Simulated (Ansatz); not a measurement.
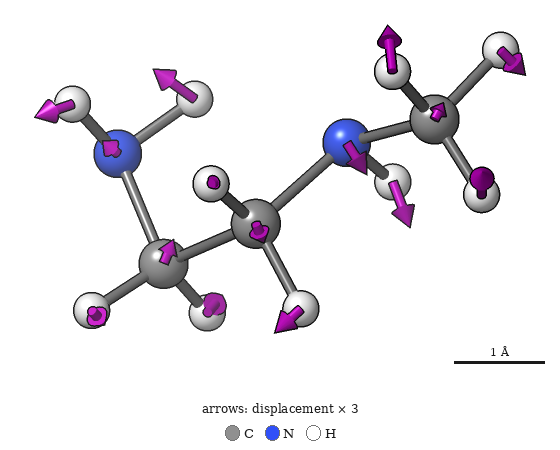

This is a relaxation of C$_{3}$H$_{10}$N$_{2}$ (coarse preliminary run). The starting structure is drawn; purple arrows show the displacements, magnified 3 times. The two geometries are superimposed by the best rigid fit.

Style: ball-and-stick. Shown at a tilt.

The start comes from a force field.

Computed with RKS PBE-D4/def2-SVP (Ansatz).

Input
```yaml
crystal:
  periodic: [false, false, false]
  atoms:
    - {symbol: C, position_ang: [-1.427000, -0.063500, 1.547300]}
    - {symbol: N, position_ang: [-0.400200, 0.433800, 0.667900]}
    - {symbol: C, position_ang: [0.105000, -0.675800, -0.145800]}
    - {symbol: C, position_ang: [1.374600, -0.190800, -1.031200]}
    - {symbol: N, position_ang: [0.960200, 1.015600, -1.778700]}
    - {symbol: H, position_ang: [-1.857700, 0.842500, 2.114800]}
    - {symbol: H, position_ang: [-2.282500, -0.418400, 0.955000]}
    - {symbol: H, position_ang: [-1.091200, -0.765200, 2.233100]}
    - {symbol: H, position_ang: [0.359400, 0.838900, 1.284000]}
    - {symbol: H, position_ang: [0.498700, -1.483500, 0.540500]}
    - {symbol: H, position_ang: [-0.667900, -1.079600, -0.749500]}
    - {symbol: H, position_ang: [1.597200, -0.982100, -1.717700]}
    - {symbol: H, position_ang: [2.129400, 0.033200, -0.421300]}
    - {symbol: H, position_ang: [0.479100, 1.654200, -1.062300]}
    - {symbol: H, position_ang: [0.201100, 0.789800, -2.406900]}
basis:
  gaussian: {orbitals: def2-SVP}
hamiltonian: {xc: pbe, dispersion: d4}
relax: {f_tol: 0.03, max_steps: 200}
```

**Which element moves most?**

Hydrogen: up to 0.27 Å, against 0.15 Å for nitrogen.

**What happened in the run?**

H8 moves most after the best rigid fit: 0.27 Å. By element the largest moves are H 0.27 Å, N 0.15 Å, C 0.10 Å. Some distances before and after: C4–H13 0.996 → 1.116 Å, C3–C4 1.622 → 1.537 Å, C1–H8 1.037 → 1.122 Å, C3–H11 1.061 → 1.115 Å. Bond angles that change, for instance: H12–C4–H13 113.7° → 105.4°, C3–C4–N5 107.5° → 115.2°, H7–C1–H8 112.9° → 106.7°. The energy falls by 19.4 kcal/mol in 6 geometry steps. The largest force component goes from 6.9 to 0.01 eV/Å.
